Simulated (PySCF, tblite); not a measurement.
# C3H8OSi: dynamics, then NMR shifts and electronic excitations on frames

How do NMR shifts and electronic excitations of C3H8OSi (`C1CO[SiH2]C1`) change as the atoms move?

Computed with tblite 0.8.0 and PySCF 2.14.0, with density-fitted response routines of our own, on a single molecule in the gas phase. Atoms count from 0, in the outputs and in this text.

**1. Starting geometry**

13 atoms, charge 0, multiplicity 1; geometry from: GFN2-xTB.

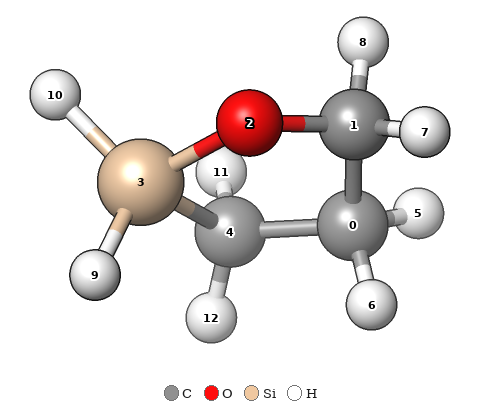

The starting geometry (carbon grey, oxygen red, silicon light orange, hydrogen white), atoms numbered.

**2. Thermal motion with GFN2-xTB**

What the job is given:

```
{"job": {"kind": "md", "xc": "GFN2-xTB", "basis": "xTB", "temperature": 400, "steps": 2000, "every": 50, "frames": 5}, "charge": 0, "multiplicity": 1}
C      0.286390    -0.973629     0.508960
C      1.367471     0.044054     0.140773
O      0.783354     1.321044     0.031896
Si    -0.809547     1.310455    -0.336889
C     -0.969057    -0.589902    -0.274871
H      0.627051    -1.988034     0.298099
H      0.081906    -0.892495     1.578087
H      2.156176     0.097585     0.896577
H      1.823181    -0.213319    -0.822621
H     -1.530646     2.022822     0.712006
H     -1.024738     1.852535    -1.675347
H     -0.930323    -1.015643    -1.277871
H     -1.865605    -0.974987     0.203474
```

Method: GFN2-xTB Langevin dynamics, gas phase.

The run is started by

```bash
$ OMP_NUM_THREADS=1 python probes_run.py task.json out
```

This one command runs all jobs of the session in turn.

What it wrote:

```text
t/fs     T/K      E/eV
    0.0   333.4   -444.71106
   25.0   275.6   -444.47423
   50.0   224.0   -444.25483
   75.0   375.4   -444.40881
  100.0   302.3   -444.24199
  125.0   348.3   -444.18645
  150.0   323.4   -444.14995
  175.0   324.4   -444.13287
  200.0   337.2   -444.11218
  225.0   391.7   -443.94755
  250.0   445.3   -444.23165
  275.0   324.4   -443.94753
  300.0   421.1   -444.34271
  325.0   301.6   -444.25623
  350.0   242.2   -444.28685
  375.0   392.2   -444.49303
  400.0   299.5   -444.19992
  425.0   319.4   -444.05083
  450.0   518.2   -444.28799
  475.0   388.2   -444.13461
  500.0   314.5   -444.21018
  525.0   384.2   -444.39091
  550.0   377.1   -444.36001
  575.0   421.7   -444.24700
  600.0   356.7   -444.10927
  625.0   345.3   -443.97897
  650.0   413.6   -444.07374
  675.0   404.4   -443.94494
  700.0   391.9   -444.03106
  725.0   379.1   -443.92318
  750.0   442.9   -443.92464
  775.0   491.3   -444.04642
  800.0   328.7   -443.93806
  825.0   518.4   -444.12285
  850.0   345.4   -443.77426
  875.0   434.8   -444.01391
  900.0   433.3   -444.22333
  925.0   462.1   -444.08446
  950.0   315.5   -444.21592
  975.0   295.9   -444.24498
 1000.0   340.0   -444.38449
```

It took 12 s on 1 thread of Intel Xeon Platinum 8488C, shared host; peak memory 0.18 GiB.

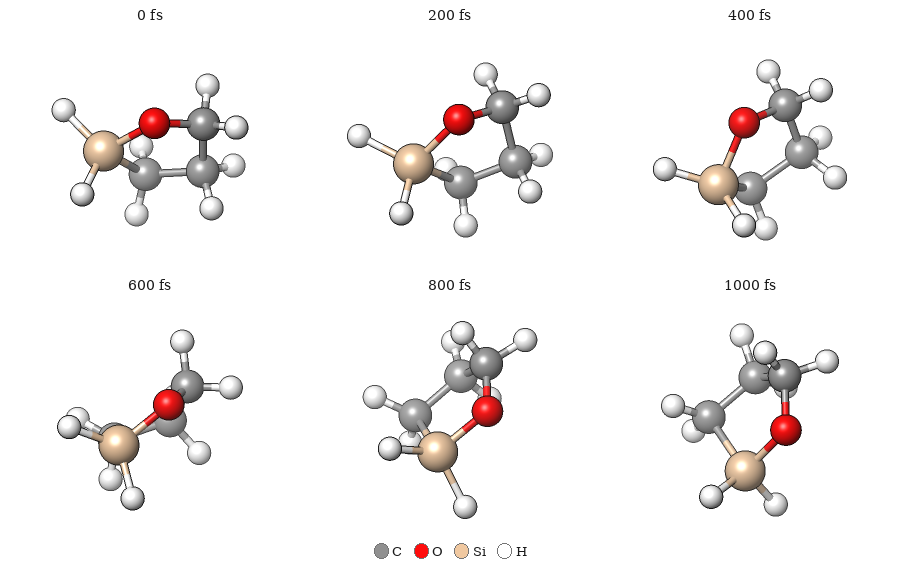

Frames of the run.

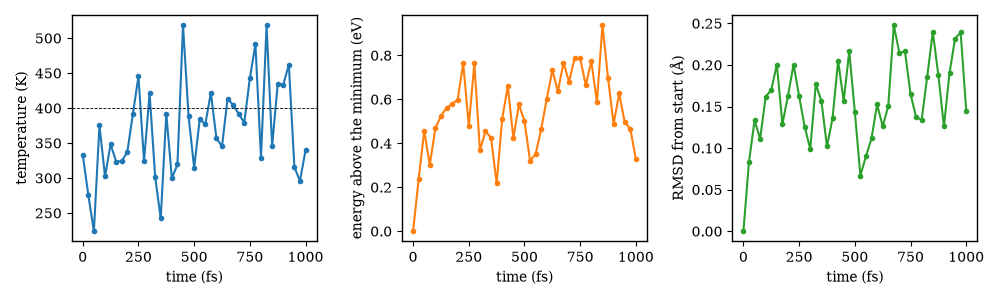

Temperature, potential energy and distance from the start.

Positions (Å) and forces (eV/Å) at 1000 fs:

```xyz
13

C    -0.789   -0.614   -0.466   -0.068   -0.435   -2.774
C     0.217   -0.042    0.450    0.346   -0.301    2.267
O    -0.367    0.068    1.782   -0.209   -0.440   -0.906
Si   -1.995   -0.197    1.738    0.451   -0.192    0.066
C    -2.196   -0.147   -0.158   -0.325    0.311    1.241
H    -0.490   -0.378   -1.522   -0.197   -0.040    0.539
H    -0.673   -1.693   -0.389   -0.581   -0.243    0.061
H     1.129   -0.681    0.518   -0.525    0.412    0.059
H     0.496    0.950    0.218    0.426    1.121   -0.485
H    -2.300   -1.546    2.187   -0.062   -0.103    0.225
H    -2.627    0.901    2.402   -0.206    0.318    0.339
H    -2.443    0.890   -0.407    0.542   -0.155   -0.440
H    -3.022   -0.740   -0.543    0.408   -0.251   -0.193
```

**3. Shielding tensors: 250 fs, PBE0/pcSseg-1**

What the job is given:

```
{"job": {"kind": "nmr", "xc": "PBE0", "basis": "pcSseg-1", "pop": false}, "charge": 0, "multiplicity": 1}
C      0.094200    -1.055900     0.347400
C      0.764700     0.101300    -0.269500
O      0.257600     1.356200     0.249900
Si    -1.341600     1.265200     0.409900
C     -1.433600    -0.658300     0.270900
H      0.277500    -1.990200    -0.138900
H      0.444300    -1.122400     1.367900
H      1.813600    -0.004200    -0.023500
H      0.630400     0.134800    -1.306000
H     -1.803000     1.690200     1.734300
H     -2.009200     1.617500    -0.765200
H     -1.940200    -0.961900    -0.641800
H     -2.012100    -1.176400     1.081500
```

Method: GIAO PBE0/pcSseg-1 NMR shielding, non-relativistic, gas phase.

What it wrote:

```text
coarse grid: 10928 points
cycle   1  E = -483.3421590213  dE =  6.351e-01  |g| = 6.752e-01  |ddm| = 3.154e+00
cycle   2  E = -483.2258301828  dE =  1.163e-01  |g| = 1.037e+00  |ddm| = 1.772e+00
cycle   3  E = -483.4296144481  dE = -2.038e-01  |g| = 8.983e-02  |ddm| = 1.258e+00
cycle   4  E = -483.4309066320  dE = -1.292e-03  |g| = 4.297e-02  |ddm| = 1.039e-01
cycle   5  E = -483.4313530901  dE = -4.465e-04  |g| = 6.302e-03  |ddm| = 4.054e-02
cycle   6  E = -483.4313610195  dE = -7.929e-06  |g| = 1.410e-03  |ddm| = 6.656e-03
final grid: 99736 points
cycle   7  E = -483.4715483635  dE = -1.708e-05  |g| = 1.073e-02  |ddm| = 2.183e-02
cycle   8  E = -483.4715219246  dE =  2.644e-05  |g| = 1.596e-02  |ddm| = 1.804e-02
cycle   9  E = -483.4715711906  dE = -4.927e-05  |g| = 1.237e-03  |ddm| = 1.168e-02
cycle  10  E = -483.4715715088  dE = -3.182e-07  |g| = 1.980e-04  |ddm| = 1.430e-03
cycle  11  E = -483.4715715171  dE = -8.311e-09  |g| = 4.523e-05  |ddm| = 2.411e-04
cycle  12  E = -483.4715715175  dE = -4.155e-10  |g| = 1.665e-05  |ddm| = 5.326e-05
converged SCF energy = -483.4715715175

GIAO shielding tensors (ppm)
atom      isotropic    diamagn.    paramagn.     s11        s22        s33       span
  0 C      160.779     250.631     -89.852    147.193    162.155    172.988     25.795
  1 C      116.006     244.810    -128.804     64.883    116.014    167.120    102.236
  2 O      300.955     394.688     -93.734    253.468    296.814    352.583     99.115
  3 Si     367.068     880.229    -513.161    311.853    336.814    452.538    140.685
  4 C      167.244     252.124     -84.881    141.207    166.289    194.235     53.028
  5 H       30.143      31.305      -1.163     25.676     27.708     37.044     11.367
  6 H       30.486      31.789      -1.303     25.851     28.024     37.583     11.733
  7 H       27.545      29.678      -2.133     21.688     27.035     33.912     12.225
  8 H       29.117      32.013      -2.896     23.428     28.155     35.767     12.339
  9 H       26.584      28.751      -2.167     22.944     24.154     32.654      9.710
 10 H       27.349      30.231      -2.883     23.475     24.901     33.671     10.196
 11 H       30.627      31.545      -0.918     26.546     27.883     37.452     10.906
 12 H       29.899      29.469       0.430     25.643     26.981     37.071     11.428
```

Wall time 14 s (1 thread of Intel Xeon Platinum 8488C, shared host); peak memory 0.65 GiB.

Shifts follow as δ = σ(reference) − σ, with reference shieldings (ppm) from runs at the same level and on the same kind of geometry: 1H TMS 31.72, 13C TMS 186.9, 29Si TMS 349.2, 17O H2O 336.1. The references are single molecules in the gas phase, so shifts against H2O, NH3, PH3, H3PO4 or CFCl3 are not on the usual liquid scales and can be off by tens of ppm. Each atom is listed at this fixed geometry, with no averaging over motion; a spectrum would average atoms that exchange fast.

```csv
atoms,environment,σ (ppm),δ (ppm)
C1,sp3 CH2 bonded to O,116.0,70.9
C0,sp3 CH2 in a ring,160.8,26.1
C4,sp3 CH2 bonded to Si,167.2,19.7
H9,"hydrogen on a silicon bonded to C, O, in a 5-membered ring",26.58,5.13
H10,"hydrogen on a silicon bonded to C, O, in a 5-membered ring",27.35,4.37
H7,hydrogen on an sp3 CH2 bonded to O,27.55,4.17
H8,hydrogen on an sp3 CH2 bonded to O,29.12,2.60
H12,hydrogen on an sp3 CH2 bonded to Si,29.90,1.82
H5,hydrogen on an sp3 CH2 in a ring,30.14,1.57
H6,hydrogen on an sp3 CH2 in a ring,30.49,1.23
H11,hydrogen on an sp3 CH2 bonded to Si,30.63,1.09
O2,"oxygen bonded to C, Si, in a 5-membered ring",301.0,35.1
Si3,"silicon bonded to C, O, 2 H, in a 5-membered ring",367.1,-17.9
```

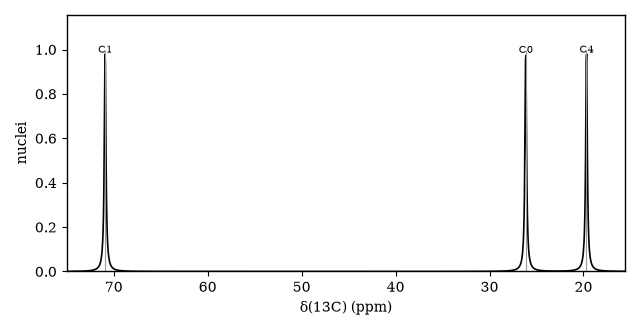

13C lines at the computed shifts, without couplings. Lines are broadened to a width of 0.20 ppm (Lorentzian).

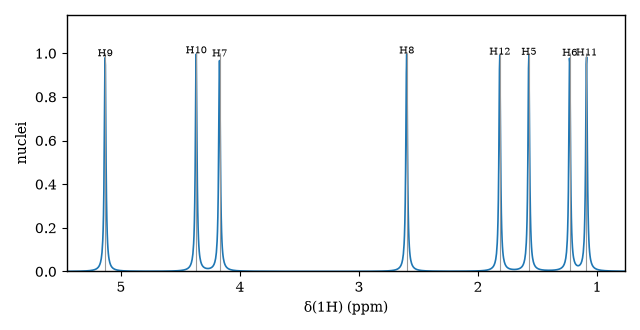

1H lines at the computed shifts, without couplings. Lines are broadened to a width of 0.02 ppm (Lorentzian).

Ring of atoms C0, C1, O2, Si3, C4: NICS(0) -6.4, NICS(1) -3.4, NICS(1)zz -4.5 ppm (means of both faces).

The fields below are evaluated on a grid from the run's orbitals.

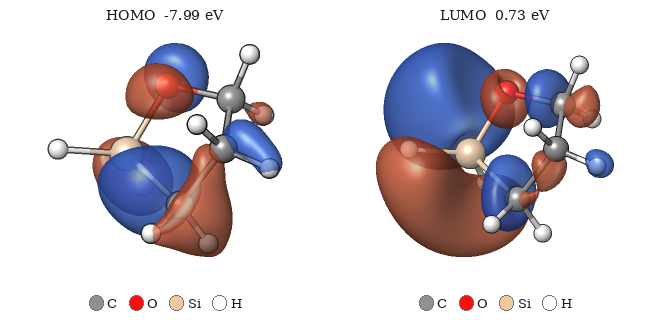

PBE0/pcSseg-1 orbitals near the gap, drawn at the value that encloses 70 % of each; the two colours are the two signs.

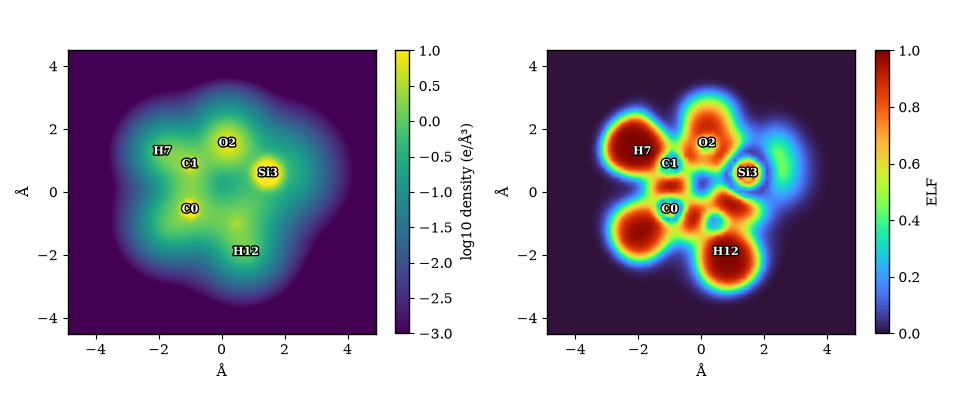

Density (left) and ELF (right) in a plane through or near 6 of the atoms.

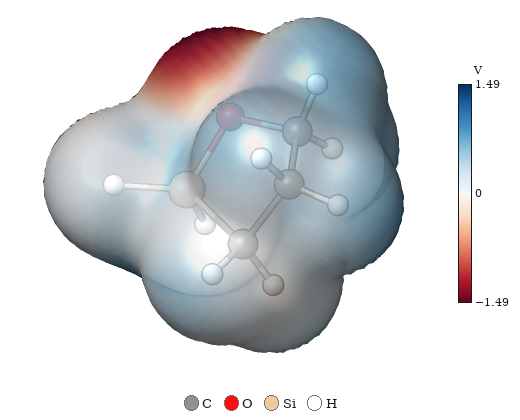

The potential that a unit positive charge feels on the 0.002 e/bohr³ surface, from the 1st to the 99th percentile, from -1.49 V near O2 to 1.22 V near Si3.

**4. Ultraviolet spectrum: 250 fs, PBE0/def2-SVPD**

Settings changed since step 3:

```diff
@@ -1,2 +1,2 @@
-{"job": {"kind": "nmr", "xc": "PBE0", "basis": "pcSseg-1", "pop": false}, "charge": 0, "multiplicity": 1}
+{"job": {"kind": "uv", "xc": "PBE0", "basis": "def2-SVPD", "nstates": 5, "ntriplets": 0}, "charge": 0, "multiplicity": 1}
 C      0.094200    -1.055900     0.347400
```

With the program's defaults for keys left out, this is: TDDFT PBE0/def2-SVPD, vertical, gas phase, core orbitals frozen in the response.

What it wrote:

```text
coarse grid: 10928 points
cycle   1  E = -483.1292144626  dE =  5.964e-01  |g| = 6.388e-01  |ddm| = 4.638e+00
cycle   2  E = -483.0041053269  dE =  1.251e-01  |g| = 1.021e+00  |ddm| = 1.747e+00
cycle   3  E = -483.2127671132  dE = -2.087e-01  |g| = 8.838e-02  |ddm| = 1.050e+00
cycle   4  E = -483.2140796754  dE = -1.313e-03  |g| = 4.351e-02  |ddm| = 1.651e-01
cycle   5  E = -483.2145561261  dE = -4.765e-04  |g| = 6.649e-03  |ddm| = 6.494e-02
cycle   6  E = -483.2145657419  dE = -9.616e-06  |g| = 1.505e-03  |ddm| = 1.631e-02
final grid: 99736 points
cycle   7  E = -483.2843743431  dE = -1.877e-05  |g| = 9.955e-03  |ddm| = 8.242e-02
cycle   8  E = -483.2843505499  dE =  2.379e-05  |g| = 1.476e-02  |ddm| = 2.710e-02
cycle   9  E = -483.2843954727  dE = -4.492e-05  |g| = 1.251e-03  |ddm| = 1.715e-02
cycle  10  E = -483.2843958214  dE = -3.487e-07  |g| = 1.934e-04  |ddm| = 1.645e-03
cycle  11  E = -483.2843958299  dE = -8.476e-09  |g| = 4.464e-05  |ddm| = 3.915e-04
cycle  12  E = -483.2843958303  dE = -4.608e-10  |g| = 1.937e-05  |ddm| = 1.120e-04
converged SCF energy = -483.2843958303

Static polarisability (au): isotropic 61.508, principal 55.056 60.231 69.238

Singlet excitations
state   eV       nm        f      main configurations
  1   7.0447    176.0   0.01119   H->L 0.88
  2   7.2531    170.9   0.01734   H->L+1 0.67, H-1->L 0.31
  3   7.3456    168.8   0.04411   H-1->L 0.61, H->L+1 0.28
  4   7.5292    164.7   0.01943   H-1->L+1 0.95
  5   8.0966    153.1   0.04451   H->L+2 0.88
```

Run time: 18 s. Hardware: 1 thread of Intel Xeon Platinum 8488C, shared host; peak memory 0.74 GiB.

The orbitals next to the gap, with their largest atomic shares:

```csv
orbital,eV,atoms
HOMO−3,-9.44,"C4 19 %, C0 15 %, Si3 11 %"
HOMO−2,-9.07,"C1 23 %, O2 18 %, C0 17 %"
HOMO−1,-8.25,"O2 45 %, Si3 13 %, C1 9 %"
HOMO,-7.97,"C4 33 %, Si3 21 %, O2 19 %"
LUMO,0.47,"Si3 36 %, O2 15 %, H10 11 %"
LUMO+1,0.51,"Si3 28 %, H9 11 %, C4 10 %"
LUMO+2,1.23,"Si3 57 %, H9 12 %, H10 11 %"
```

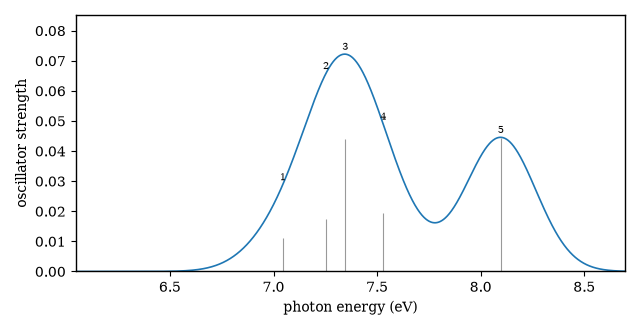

Absorption spectrum from the 5 singlet states computed; above the last one it falls off for lack of states. Lines are broadened to a width of 0.40 eV (Gaussian).

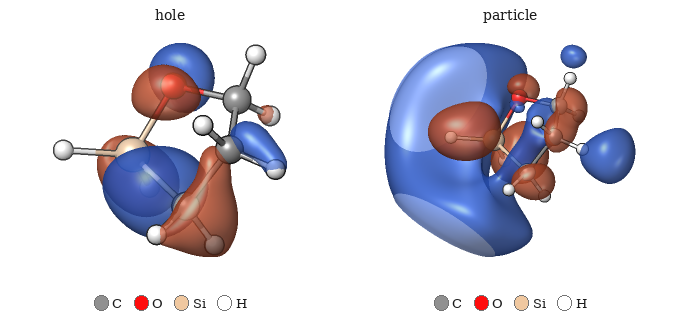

Leading natural transition orbitals of singlet state 5: the electron leaves the hole (left) for the particle orbital (right).

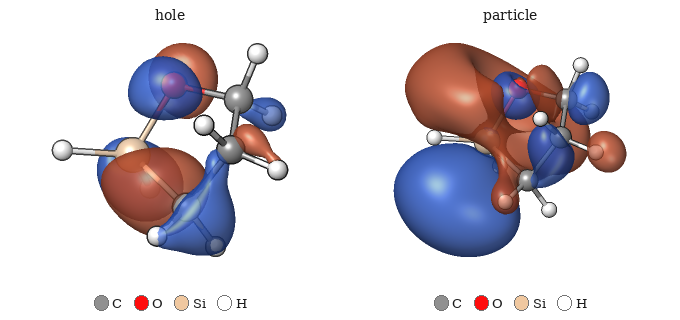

Leading natural transition orbitals of singlet state 1: the electron leaves the hole (left) for the particle orbital (right).

Ground-state properties from the same run:

```csv
property,computed
dipole moment (D),1.28
polarisability (Å³),9.11
HOMO–LUMO gap (eV),8.44
−ε(HOMO) (eV),7.97
```

**5. Nuclear shieldings: 425 fs, PBE0/pcSseg-1**

What the job is given:

```
{"job": {"kind": "nmr", "xc": "PBE0", "basis": "pcSseg-1", "pop": false}, "charge": 0, "multiplicity": 1}
C     -0.374100    -1.224700     0.584300
C      0.443500    -0.055900     0.030700
O     -0.186400     1.145400     0.504200
Si    -1.606100     0.985400     1.158100
C     -1.900200    -0.873900     0.637200
H     -0.187800    -2.057700    -0.119700
H     -0.027300    -1.500800     1.594000
H      1.396400     0.013200     0.557300
H      0.549600    -0.025800    -1.048800
H     -1.564200     1.061400     2.619300
H     -2.793900     2.011800     0.828400
H     -2.340500    -1.041100    -0.274900
H     -2.394600    -1.549700     1.298400
```

With the program's defaults for keys left out, this is: GIAO PBE0/pcSseg-1 NMR shielding, non-relativistic, gas phase.

What it wrote:

```text
coarse grid: 10928 points
cycle   1  E = -483.3384377363  dE =  5.699e-01  |g| = 6.883e-01  |ddm| = 3.125e+00
cycle   2  E = -483.2239769309  dE =  1.145e-01  |g| = 1.043e+00  |ddm| = 1.413e+00
cycle   3  E = -483.4258715402  dE = -2.019e-01  |g| = 9.173e-02  |ddm| = 9.812e-01
cycle   4  E = -483.4272916200  dE = -1.420e-03  |g| = 4.036e-02  |ddm| = 1.029e-01
cycle   5  E = -483.4276909614  dE = -3.993e-04  |g| = 6.366e-03  |ddm| = 3.859e-02
cycle   6  E = -483.4276997432  dE = -8.782e-06  |g| = 9.158e-04  |ddm| = 6.801e-03
final grid: 99736 points
cycle   7  E = -483.4694367097  dE = -1.626e-05  |g| = 1.112e-02  |ddm| = 2.106e-02
cycle   8  E = -483.4694088449  dE =  2.786e-05  |g| = 1.652e-02  |ddm| = 1.834e-02
cycle   9  E = -483.4694608271  dE = -5.198e-05  |g| = 1.186e-03  |ddm| = 1.145e-02
cycle  10  E = -483.4694611250  dE = -2.980e-07  |g| = 1.806e-04  |ddm| = 1.191e-03
cycle  11  E = -483.4694611322  dE = -7.124e-09  |g| = 3.996e-05  |ddm| = 2.014e-04
cycle  12  E = -483.4694611325  dE = -3.224e-10  |g| = 1.513e-05  |ddm| = 5.184e-05
converged SCF energy = -483.4694611325

GIAO shielding tensors (ppm)
atom      isotropic    diamagn.    paramagn.     s11        s22        s33       span
  0 C      157.705     251.975     -94.270    135.775    163.794    173.546     37.771
  1 C      111.986     243.659    -131.673     69.415    104.856    161.688     92.273
  2 O      305.803     394.548     -88.745    237.031    304.157    376.222    139.191
  3 Si     370.490     878.097    -507.608    309.583    348.973    452.912    143.329
  4 C      176.338     253.037     -76.699    158.514    177.033    193.467     34.953
  5 H       29.275      30.621      -1.346     24.874     27.044     35.907     11.033
  6 H       29.495      31.261      -1.766     24.182     27.718     36.584     12.402
  7 H       26.712      29.845      -3.132     21.731     26.091     32.315     10.584
  8 H       27.640      30.300      -2.660     22.385     26.889     33.645     11.260
  9 H       26.874      28.585      -1.710     23.576     24.028     33.019      9.442
 10 H       24.977      25.688      -0.710     22.165     22.892     29.875      7.710
 11 H       32.148      33.202      -1.055     27.654     29.150     39.638     11.984
 12 H       31.239      30.287       0.952     26.389     28.297     39.030     12.641
```

Wall time 13 s (1 thread of Intel Xeon Platinum 8488C, shared host); peak memory 0.67 GiB.

This run: δ C1 74.9, C0 29.2, C4 10.6, O2 30.3, H10 6.74, H7 5.00 ppm.

**6. Ultraviolet spectrum: 425 fs, PBE0/def2-SVPD**

Settings changed since step 5:

```diff
@@ -1,2 +1,2 @@
-{"job": {"kind": "nmr", "xc": "PBE0", "basis": "pcSseg-1", "pop": false}, "charge": 0, "multiplicity": 1}
+{"job": {"kind": "uv", "xc": "PBE0", "basis": "def2-SVPD", "nstates": 5, "ntriplets": 0}, "charge": 0, "multiplicity": 1}
 C     -0.374100    -1.224700     0.584300
```

Level: TDDFT PBE0/def2-SVPD, vertical, gas phase, core orbitals frozen in the response.

What it wrote:

```text
coarse grid: 10928 points
cycle   1  E = -483.1262016078  dE =  5.302e-01  |g| = 6.496e-01  |ddm| = 4.689e+00
cycle   2  E = -483.0052162298  dE =  1.210e-01  |g| = 1.021e+00  |ddm| = 1.785e+00
cycle   3  E = -483.2095311497  dE = -2.043e-01  |g| = 8.958e-02  |ddm| = 1.065e+00
cycle   4  E = -483.2109677572  dE = -1.437e-03  |g| = 4.086e-02  |ddm| = 1.655e-01
cycle   5  E = -483.2113943130  dE = -4.266e-04  |g| = 6.406e-03  |ddm| = 5.939e-02
cycle   6  E = -483.2114041593  dE = -9.846e-06  |g| = 1.024e-03  |ddm| = 1.465e-02
final grid: 99736 points
cycle   7  E = -483.2827765446  dE = -1.833e-05  |g| = 1.026e-02  |ddm| = 8.113e-02
cycle   8  E = -483.2827509738  dE =  2.557e-05  |g| = 1.532e-02  |ddm| = 2.717e-02
cycle   9  E = -483.2827986981  dE = -4.772e-05  |g| = 1.187e-03  |ddm| = 1.637e-02
cycle  10  E = -483.2827990221  dE = -3.241e-07  |g| = 1.580e-04  |ddm| = 1.520e-03
cycle  11  E = -483.2827990280  dE = -5.888e-09  |g| = 3.753e-05  |ddm| = 3.341e-04
cycle  12  E = -483.2827990284  dE = -3.478e-10  |g| = 1.664e-05  |ddm| = 8.703e-05
converged SCF energy = -483.2827990284

Static polarisability (au): isotropic 63.664, principal 56.035 60.714 74.243

Singlet excitations
state   eV       nm        f      main configurations
  1   7.0426    176.0   0.00637   H->L+1 0.56, H->L 0.40
  2   7.3269    169.2   0.02800   H->L 0.57, H->L+1 0.39
  3   7.5839    163.5   0.01402   H-1->L 0.59, H-1->L+1 0.35
  4   7.7597    159.8   0.02807   H-1->L+1 0.61, H-1->L 0.35
  5   8.0563    153.9   0.02037   H->L+2 0.94
```

Wall time 15 s (1 thread of Intel Xeon Platinum 8488C, shared host); peak memory 0.74 GiB.

This run: HOMO -7.91 eV, LUMO 0.54 eV; lowest singlet 7.04 eV.

(Part 1 of 2 ends here.)
